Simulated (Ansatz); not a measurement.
# How Li(100) screens a field, part 2 of 2

Wanted: the response of a Li(100) slab to a perpendicular field.

Ansatz 0.2.0; plane-wave DFT, r2SCAN, Ansatz PAW (the session's first sound run).

So far. Step 7 (Atoms held, field 0.15 V/Å): The dipole is 0.148 e·Å.

### 8. The response

This step: plane-wave DFT, r2SCAN, Ansatz PAW; screening of a field by a metal slab (Ansatz 0.2.0).

The dipoles give the slope, and the difference of two potentials shows where the field is screened.

This step gave:

* equivalent conductor thickness p/(ε₀AE): 14.61 Å
* distance between the outer atoms: 10.47 Å
* inner field over outer field: 0.004249
* image plane, upper face: 2.118 Å
* induced electrons on the upper face over ε₀E: -0.9915
* image plane, lower face: 2.118 Å
* induced electrons on the lower face over ε₀E: 0.9915

Table of dipole of the cell by applied field:

```tsv
applied field (V/Å)	dipole of the cell (e·Å)
-0.100	-0.0983
-0.030	-0.0295
0.000	0
0.030	0.0295
0.100	0.0983
0.150	0.148
```

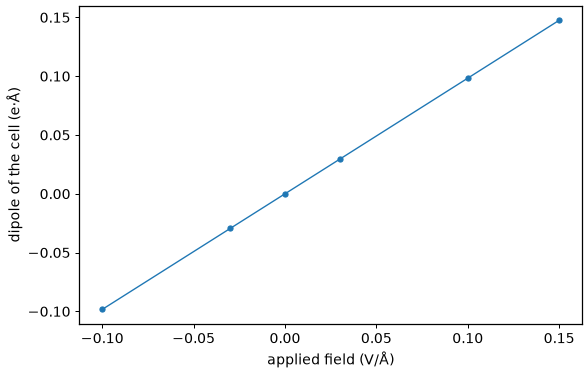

Dipole of the cell against applied field.

Local field over the applied field, running mean. From the potentials at -0.03 and 0.03 V/Å; running mean over 1.745 Å. The local field over applied field by z:

```tsv
z (Å)	local field over applied field
5	0.965
6	0.859
7	0.575
8	0.145
9	-0.0911
10	-0.0271
11	0.0237
12	-0.00562
13	-0.00519
14	0.00581
15	0.00139
16	-0.0102
17	0.0106
18	0.0129
19	-0.0812
20	-0.0103
21	0.375
22	0.753
23	0.930
24	0.984
```

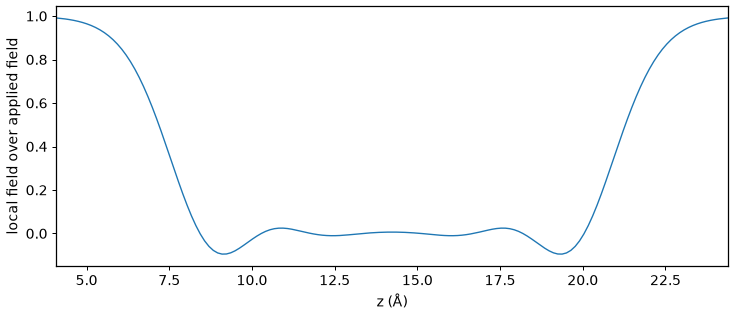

Local field over applied field, plotted against z.

Electrons, planar mean, per unit field. Table of induced electron density by z:

```tsv
z (Å)	induced electron density (e/Å³ per V/Å)
5	2.3e-4
6	8.8e-4
7	0.00228
8	0.00268
9	-5.0e-6
10	-9.1e-4
11	2.5e-4
12	1.2e-4
13	-1.3e-4
14	-5.2e-6
15	6.9e-5
16	9.7e-5
17	-3.6e-4
18	2.4e-4
19	9.0e-4
20	-0.00162
21	-0.00281
22	-0.00147
23	-4.5e-4
24	-1.0e-4
```

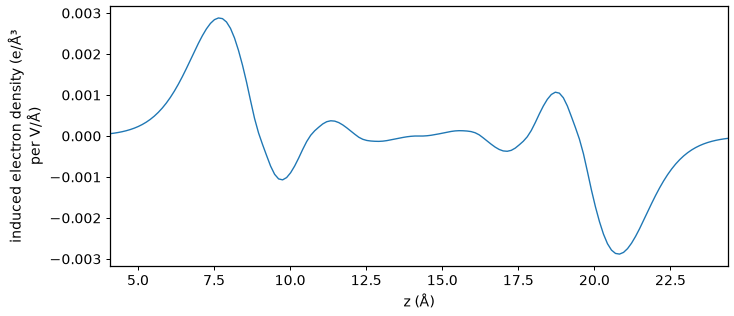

Induced electron density against z.

By hand: between -0.03 and 0.03 V/Å the dipole changes by 0.05898 e·Å, a slope of 0.9830 e·Å²/V. A perfect conductor of thickness t has p = ε₀AEt, so t = 180.95 × 0.9830 / 12.180 = 14.60 Å (e/ε₀ = 180.95 V·Å, A in Å²). Less the 10.47 Å between the outer atoms, and halved, that puts each image plane 2.07 Å out.

The induced dipole is that of a conductor 14.61 Å thick.

### 9. A changed input: hamiltonian.pseudopotentials = {"kind": "nc"}

This step: plane-wave DFT, r2SCAN, Ansatz PAW, but for the change named below (Ansatz 0.2.0).

A run with a changed input: it repeats the earlier run at 0.03 V/Å with hamiltonian.pseudopotentials to kind: nc.

File input.yaml:

```yaml
crystal:
  lattice:
    - [3.49, 0.0, 0.0]
    - [0.0, 3.49, 0.0]
    - [0.0, 0.0, 28.47]
  atoms:
    - { symbol: Li, position: [0.0, 0.0, 0.3161222339] }
    - { symbol: Li, position: [0.5, 0.5, 0.3774148226] }
    - { symbol: Li, position: [0.0, 0.0, 0.4387074113] }
    - { symbol: Li, position: [0.5, 0.5, 0.5] }
    - { symbol: Li, position: [0.0, 0.0, 0.5612925887] }
    - { symbol: Li, position: [0.5, 0.5, 0.6225851774] }
    - { symbol: Li, position: [0.0, 0.0, 0.6838777661] }
kpoints:
  mp_grid: { grid: [14, 14, 1] }
hamiltonian:
  xc: r2scan
  pseudopotentials: { kind: nc }
scf:
  occupations: { method: fermi_dirac, width: 0.1 }
  convergence: { dr2_threshold: 1.0e-10 }
efield:
  axis: 3
  dipole_correction: true
  ramp_position: 0.97
  ramp_width: 0.06
  amplitude: 0.03
output:
  forces: true
  write_potential: true
  write_density: true
  volumetric_format: npy
```

Launch:

```bash
$ ansatz run input.yaml --threads 2 --pin off --max-ram 3072MiB --backend cpu --events-out ev --progress --plain --runs-dir out
```

The log of the run:

```text
[...]
Crystal: 7 atoms, lattice volume = 346.767 Å³
Basis set: ecut = 1034.032677 eV, 26097 PW (Γ), exchange–correlation on 160×160×1200 points (64 copies of the dense FFT grid, shifted against one another)
Bands: 18, of which v1, the nominal top of the filled ones, is band 11 counted from 1 (10 counted from 0)
Symmetry: 8 space group operations
k-points: 36 of 196
[...]
SCF iter   1: F=—  HF=-1401.855928 eV  |F-HF|=—  |Δ(HF+E_count)|=         —  Δρ=8.88e-3  dr2=1.07e1  dr2_τ=1.06e-2  ethr=3.10e-3  p=0.000 e·Å  D=1.29e-14 V/Å  ΔV_dip=-0.00 eV  dr2_dipole=1.83e-1  V_vac-E_F(+/−)=6.81/6.03 eV  ⟨swp⟩=12.1  Hψ=5638  notcnv=0
[...]
SCF iter  12: F=-1400.648223 eV  HF=-1400.648223 eV  |F-HF|=1.70e-10  |Δ(HF+E_count)|=  2.96e-10  Δρ=2.28e-8  dr2=1.13e-11  dr2_τ=3.77e-13  ethr=1.00e-12  p=0.029 e·Å  D=1.54e-2 V/Å  ΔV_dip=-0.44 eV  dr2_dipole=9.05e-14  V_vac-E_F(+/−)=3.19/2.84 eV  ⟨swp⟩=11.6  Hψ=4347  notcnv=0
SCF 1 converged in 12 iterations: F = -1400.648223 eV  dr2 = 1.13e-11
[...]
SCF converged after 12 iterations
Free energy (F): -1400.648223 eV
[...]
Internal energy: -1400.535223 eV  (E = F + TS)
E sigma→0 (E₀):  -1400.591723 eV
Entropy (-TS):   -0.113001 eV (-16.143 meV/atom)
Fermi energy:    -1.265934 eV
Dipole field:    D = 0.015390 V/Å  (p = 0.029493 e·Å, saw-weighted, corrected)
Work function:   not extracted (applied field tilts the vacuum); planar V_es + V_field profile in the machine report
[...]
--- Forces (eV/Å), atoms counted from 1 ---
  atom   1  Li    -0.00000000     0.00000000    -0.05792346
  atom   2  Li    -0.00000000     0.00000000     0.08914543
  atom   3  Li     0.00000000     0.00000000    -0.02137601
  atom   4  Li     0.00000000     0.00000000     0.00019570
  atom   5  Li     0.00000000     0.00000000     0.02132596
  atom   6  Li     0.00000000     0.00000000    -0.09001408
  atom   7  Li     0.00000000     0.00000000     0.05864704
  max |Σ_I F_I| component: 5.90e-7 eV/Å
--- Band table (eV; the first three rows and the last of 36) ---
  k-point 0: bands = [... 7 lower, -4.9704, -4.5169, -3.7348, -2.6946, -1.5691, -0.4391, 0.7799, 1.7458, ... 3 higher]
  k-point 1: bands = [... 7 lower, -4.9181, -4.4646, -3.6824, -2.6419, -1.5154, -0.3852, 0.8315, 1.8015, ... 3 higher]
  k-point 2: bands = [... 7 lower, -4.7608, -4.3074, -3.5256, -2.4851, -1.3582, -0.2308, 0.9721, 1.9462, ... 3 higher]
  k-point 35: bands = [... 7 lower, -0.7789, -0.7789, -0.2153, -0.2153, 0.7679, 0.7679, 2.0168, 2.0649, ... 3 higher]
```

Run time: 53 s. Hardware: 2 threads of Intel Xeon Platinum 8559C (Emerald Rapids), shared host; peak memory 2.8 GiB; 1.7 min of CPU time.

This step gave:

```yaml
energy_at_zero_smearing: -1400.5917 eV
dipole_along_the_normal: 0.02949 e·Å
```

Force by atom:

```tsv
atom	x (eV/Å)	y (eV/Å)	z (eV/Å)	size
Li1	0.0000	0.0000	-0.0579	0.0579
Li2	0.0000	0.0000	0.0891	0.0891
Li3	0.0000	0.0000	-0.0214	0.0214
Li4	0.0000	0.0000	0.0002	0.0002
Li5	0.0000	0.0000	0.0213	0.0213
Li6	0.0000	0.0000	-0.0900	0.0900
Li7	0.0000	0.0000	0.0586	0.0586
```

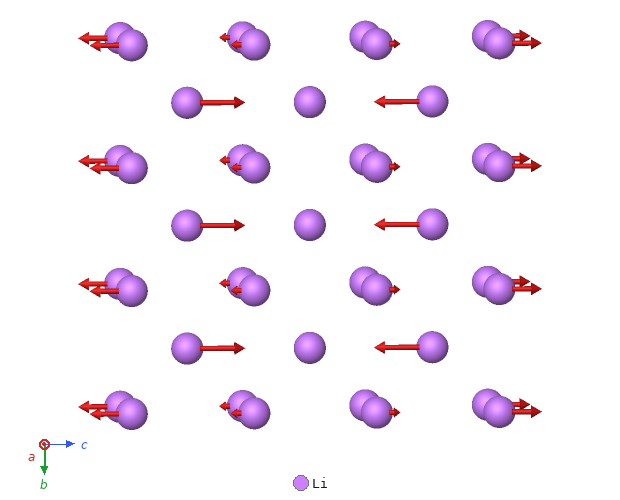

Force as arrows, the longest 0.0900 eV/Å. 1×3×1 cells are drawn. Some periodic images of atoms are drawn too.

```tsv
quantity	this run	earlier run	difference
dipole along the normal (e·Å)	0.02949	0.02949	1.5e-6
```

The dipole moves by under 0.5 % or 5e-5 e·Å. The run took 12 SCF cycles against 9.

### 10. Varying the input

This step: plane-wave DFT, r2SCAN, Ansatz PAW (Ansatz 0.2.0).

Another changed input: it repeats the earlier run at 0.03 V/Å with scf.algorithm to direct_min, kpoints.mp_grid.grid from [14, 14, 1] to [9, 9, 1] and accuracy to medium.

Edit input.yaml of step 9 so:

```diff
@@ -14,6 +14,5 @@
 kpoints:
-  mp_grid: { grid: [14, 14, 1] }
+  mp_grid: { grid: [9, 9, 1] }
 hamiltonian:
   xc: r2scan
-  pseudopotentials: { kind: nc }
 scf:
@@ -21,2 +20,3 @@
   convergence: { dr2_threshold: 1.0e-10 }
+  algorithm: direct_min
 efield:
@@ -32 +32,2 @@
   volumetric_format: npy
+accuracy: medium
```

The log of the run:

```text
[...]
Crystal: 7 atoms, lattice volume = 346.767 Å³
Basis set: ecut = 500 eV, 8799 PW (Γ), exchange–correlation on 108×108×864 points (64 copies of the dense FFT grid, shifted against one another)
Bands: 18, of which v1, the nominal top of the filled ones, is band 11 counted from 1 (10 counted from 0)
Symmetry: 8 space group operations
k-points: 15 of 81
[...]
SCF iter   1: F=—  HF=-1435.284103 eV  |F-HF|=—  |Δ(HF+E_count)|=         —  Δρ=2.12e-3  dr2=8.98e-1  dr2_τ=1.85e-3  ethr=1.77e-3  p=0.000 e·Å  D=2.00e-14 V/Å  ΔV_dip=-0.00 eV  dr2_dipole=6.04e-1  V_vac-E_F(+/−)=3.24/2.46 eV  ⟨swp⟩=13.0  Hψ=1719  notcnv=0
[...]
SCF iter   8: F=-1435.267785 eV  HF=-1435.267785 eV  |F-HF|=2.27e-13  |Δ(HF+E_count)|=  1.91e-11  Δρ=9.09e-9  dr2=2.07e-12  dr2_τ=6.13e-15  ethr=1.57e-12  p=0.029 e·Å  D=1.54e-2 V/Å  ΔV_dip=-0.44 eV  dr2_dipole=2.00e-13  V_vac-E_F(+/−)=3.19/2.84 eV  ⟨swp⟩=3.0  Hψ=486  notcnv=0  defer=1
SCF 1 converged in 8 iterations: F = -1435.267785 eV  dr2 = 2.07e-12
  Residual-converged pass: ⟨swp⟩=5.2  Hψ=872  notcnv=0  max |occ|·‖R‖ = 1.0e-8 eV (tolerance 1.0e-8 eV)  dr2=2.58e-12  dr2_τ=6.50e-15  dr2_onsite=1.57e-13  max |Δocc| = 1.0e-8
[...]
SCF converged after 8 iterations
Stability not checked: this state was not tested for a lower state beside it, because a direct minimisation reached the state, and no test of it is asked (direct_minimisation; see scf.lower_state_search)
Free energy (F): -1435.267785 eV
[...]
Internal energy: -1435.150343 eV  (E = F + TS)
E sigma→0 (E₀):  -1435.209064 eV
Entropy (-TS):   -0.117442 eV (-16.777 meV/atom)
Fermi energy:    -1.240921 eV
Dipole field:    D = 0.015380 V/Å  (p = 0.029474 e·Å, saw-weighted, corrected)
Work function:   not extracted (applied field tilts the vacuum); planar V_es + V_field profile in the machine report
[...]
--- Forces (eV/Å), atoms counted from 1 ---
  atom   1  Li     0.00000000     0.00000000    -0.05156569
  atom   2  Li     0.00000000     0.00000000     0.08890216
  atom   3  Li     0.00000000     0.00000000    -0.02222434
  atom   4  Li    -0.00000000     0.00000000     0.00016946
  atom   5  Li     0.00000000     0.00000000     0.02222042
  atom   6  Li     0.00000000     0.00000000    -0.08980577
  atom   7  Li     0.00000000     0.00000000     0.05230281
  max |Σ_I F_I| component: 9.43e-7 eV/Å
--- Band table (eV; the first three rows and the last of 15) ---
  k-point 0: bands = [... 7 lower, -4.9290, -4.4746, -3.6921, -2.6536, -1.5288, -0.3981, 0.8195, 1.7757, ... 3 higher]
  k-point 1: bands = [... 7 lower, -4.8020, -4.3477, -3.5653, -2.5262, -1.3999, -0.2695, 0.9409, 1.9064, ... 3 higher]
  k-point 2: bands = [... 7 lower, -4.4201, -3.9670, -3.1873, -2.1533, -1.0390, 0.0502, 1.0712, 1.6713, ... 3 higher]
  k-point 14: bands = [... 7 lower, -1.1291, -0.6522, -0.6104, -0.0889, 0.2686, 0.8937, 1.3624, 2.0975, ... 3 higher]
```

The job ended after 32 s (2 threads; peak memory 0.61 GiB; 64 s of CPU time).

```tsv
quantity	this run	earlier run	difference
dipole along the normal (e·Å)	0.02947	0.02949	-1.7e-5
```

The dipole moves by under 0.5 % or 5e-5 e·Å. The run took 8 SCF cycles against 9.

The change did no harm here.

### 11. Outcome

| Quantity | Value |
| --- | --- |
| work function | 3.03 eV |
| image plane, upper face | 2.12 Å |
| induced electrons on the upper face over ε₀E | -0.991 |
| equivalent conductor thickness p/(ε₀AE) | 14.6 Å |
| inner field over outer field | 0.00425 |

**Reading.** The induced charge has its centre 2.12 Å outside the outermost atoms; this is the plane from which a capacitor's gap or an image potential counts. The equivalent conductor thickness exceeds the distance between the outer atoms by 4.14 Å, about the sum of the two image-plane distances. In the middle of the slab the field is screened to under 0.5 % of its outer value. The atoms are held at bulk positions with the tabulated experimental lattice constant.

[Logs are printed without paths, hosts, clocks, repeated set-up lines and the standing remarks that a program may print on its own settings, such as how far it seeks lower states.]

[Hosts, paths, dates, database ids (printed as entryN), source tags and the programs' standing remarks are cut or masked in the printed files.]

[Maps of the electrostatic potential energy from Ansatz leave out the sawtooth potential of an applied field or a dipole correction, so their vacuum need not be flat; planar profiles and work functions include it.]
